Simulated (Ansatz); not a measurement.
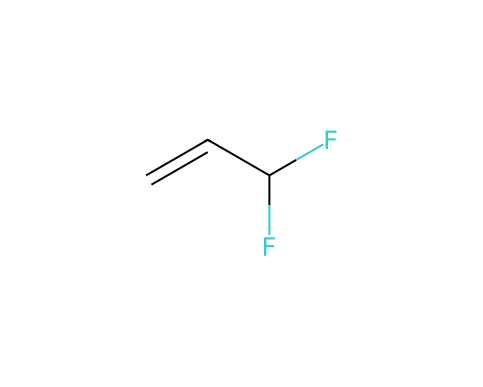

**Give its SMILES.**

C=CC(F)F

**Give the formula, hydrogens included.**

C3H4F2.

**An optimisation with PBE0-D4/def2-TZVP gave a structure of which point group?**

C1. Other conformers may differ.

More results for the same structure follow; atom numbers are the same in all pictures, views and colours differ. Computed geometry: PBE0-D4/def2-TZVP optimisation.

### Geometry

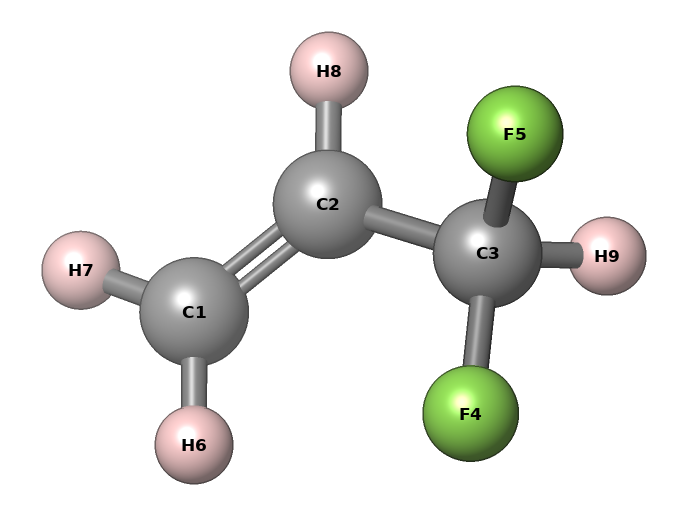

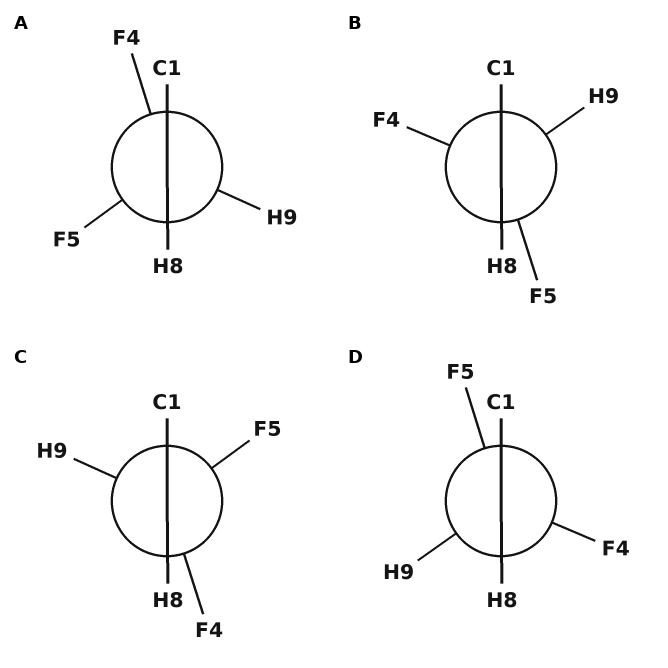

Distant atoms are faded towards the background colour. Bonds that would overlap in a projection are set slightly apart.

**Which Newman projection shows the view along C2–C3, with C2 in front?**

A. The torsion angle C1–C2–C3–F4 is −7°, synperiplanar (eclipsed).

### Dipole moment

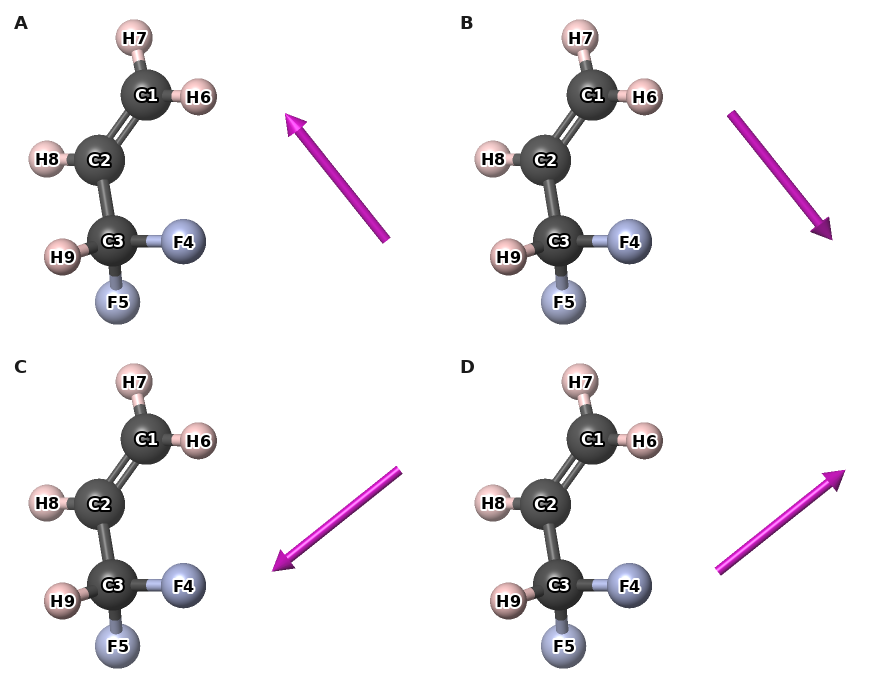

The same molecule four times, each with an arrow. Method: RKS r2SCAN-D4/def2-TZVPP (Ansatz 0.2.0).

**Which arrow points along the dipole moment, from the negative to the positive end?**

A. The dipole moment is 2.05 D; it points from the side of F5 to the side of H7 (the outermost atoms at the two ends).

### Charges

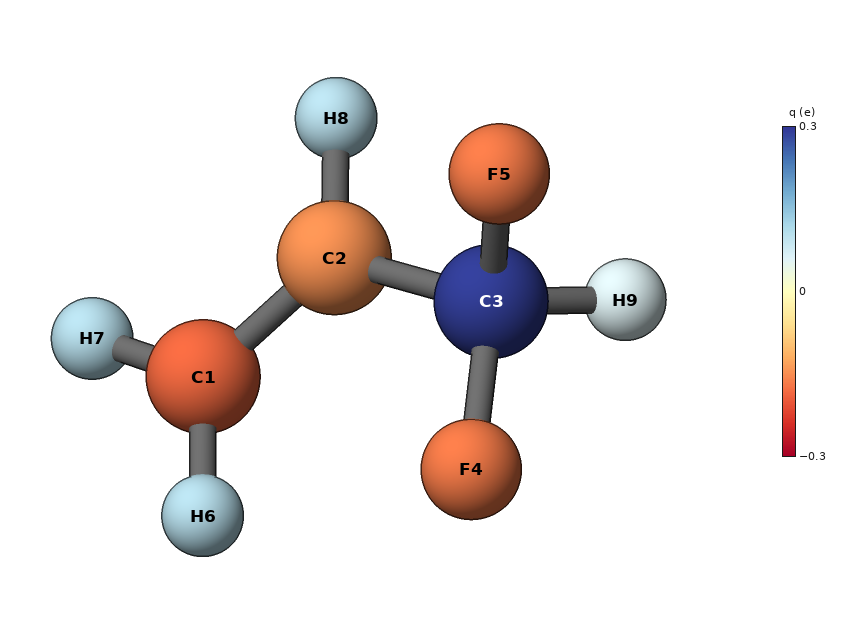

Atoms are coloured by their Mulliken charges. Properties computed with RKS PBE-D4/def2-TZVPP (Ansatz 0.2.0).

Give the Mulliken charges atom by atom.

| atom | value (e) |
| --- | --- |
| C1 | −0.18 |
| C2 | −0.14 |
| C3 | 0.29 |
| F4 | −0.17 |
| F5 | −0.17 |
| H6 | 0.10 |
| H7 | 0.10 |
| H8 | 0.10 |
| H9 | 0.06 |

### Thermal motion

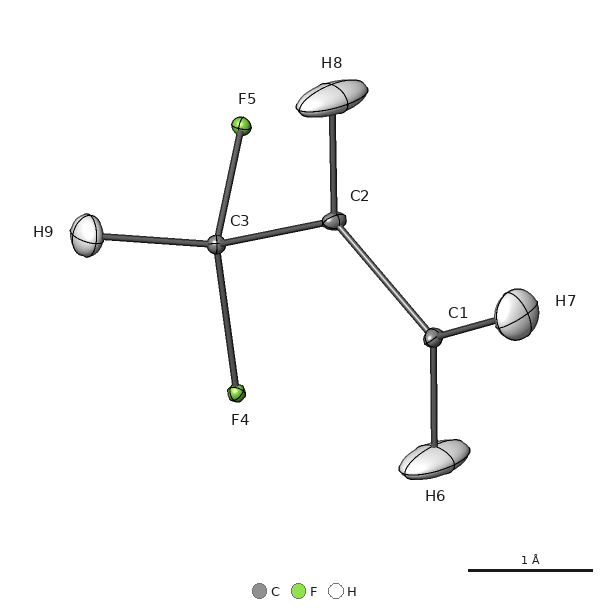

Displacement ellipsoids at the 50 % level, from the internal vibrations of the free molecule (harmonic, no overall translation or rotation; no half-axis is drawn under 0.075 Å). Vibrations computed with RKS PBE0-D4/def2-TZVP (Ansatz 0.2.0). Temperature: 100 K.

**Which atom moves most?**

H6, with U_eq = 0.0263 Å².

**Does H6 move more along its bond or across it?**

Across it: the root-mean-square amplitude is 0.077 Å along the bond and up to 0.232 Å across, since bending and torsion are softer than stretching.

Give the displacement parameters, one line for each set of equivalent atoms.

```tsv
atom	U_eq (Å²)	rms amplitudes (Å)
C1	0.0025	0.027, 0.046, 0.068
C2	0.0025	0.031, 0.038, 0.071
C3	0.0013	0.033, 0.034, 0.040
F4	0.0011	0.026, 0.032, 0.042
F5	0.0015	0.028, 0.029, 0.052
H6	0.0263	0.077, 0.139, 0.232
H7	0.0154	0.083, 0.129, 0.151
H8	0.0247	0.078, 0.120, 0.232
H9	0.0117	0.080, 0.111, 0.127
```

Mulliken values depend strongly on the basis set and can even reverse the polarity of a bond.
